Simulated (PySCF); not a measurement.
```yaml
atoms:
  - { symbol: O, position_ang: [-0.7828, 1.8969, -1.6863] }
  - { symbol: C, position_ang: [-1.4278, 0.9396, -2.0111] }
  - { symbol: C, position_ang: [-1.0832, -0.4939, -1.7358] }
  - { symbol: C, position_ang: [0.1234, -0.6495, -0.8111] }
  - { symbol: C, position_ang: [-0.2139, -0.2806, 0.6315] }
  - { symbol: Si, position_ang: [1.3348, -0.1204, 1.7281] }
  - { symbol: O, position_ang: [2.3934, 0.9168, 1.0632] }
  - { symbol: H, position_ang: [-2.3715, 1.0596, -2.5829] }
  - { symbol: H, position_ang: [-1.9659, -0.9856, -1.3176] }
  - { symbol: H, position_ang: [-0.8912, -0.9599, -2.7078] }
  - { symbol: H, position_ang: [0.9210, -0.0018, -1.1801] }
  - { symbol: H, position_ang: [0.4851, -1.6785, -0.8504] }
  - { symbol: H, position_ang: [-0.9051, -1.0191, 1.0389] }
  - { symbol: H, position_ang: [-0.7467, 0.6729, 0.6306] }
  - { symbol: H, position_ang: [0.9136, 0.3405, 3.0537] }
  - { symbol: H, position_ang: [2.1060, -1.3561, 1.7748] }
  - { symbol: H, position_ang: [2.1037, 1.7311, 0.6583] }
```

Geometry: GFN2-xTB.

Level of theory: PBE0/pcSseg-1, SCF density, gas phase, non-relativistic (PySCF 2.14.0).

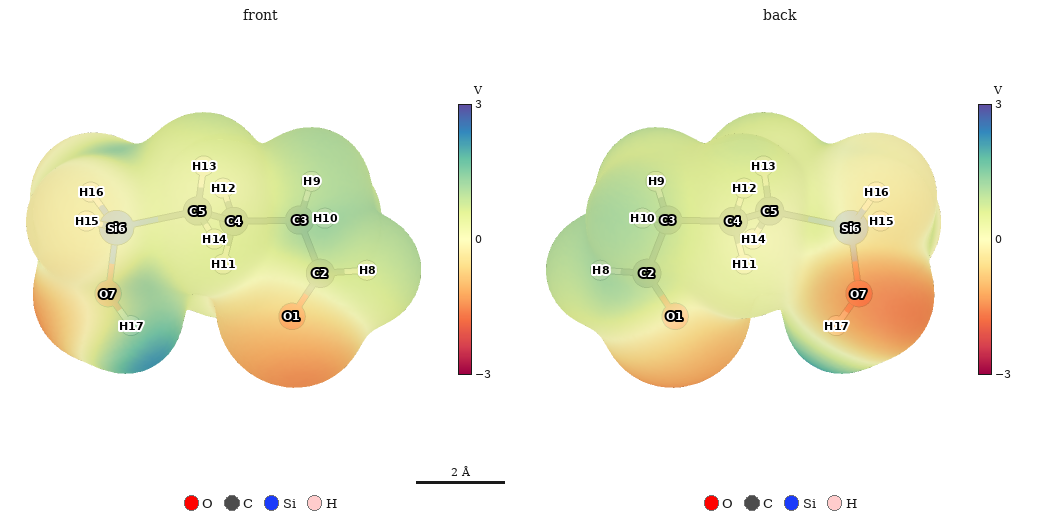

C4H10O2Si. The electrostatic potential painted on the density surface at 0.002 e/bohr³, seen from the front and from behind; red is negative and blue positive.

Question: Where is the surface potential most negative and most positive?

Answer: The most negative region (about −1.6 V, or −37 kcal/mol for a unit charge) lies over O7, the most positive (about +2.1 V, or +48 kcal/mol for a unit charge) over H17. O7 is the likeliest acceptor of a hydrogen bond.

Question: What dipole moment does the calculation give?

Answer: Its dipole moment is 3.13 D.
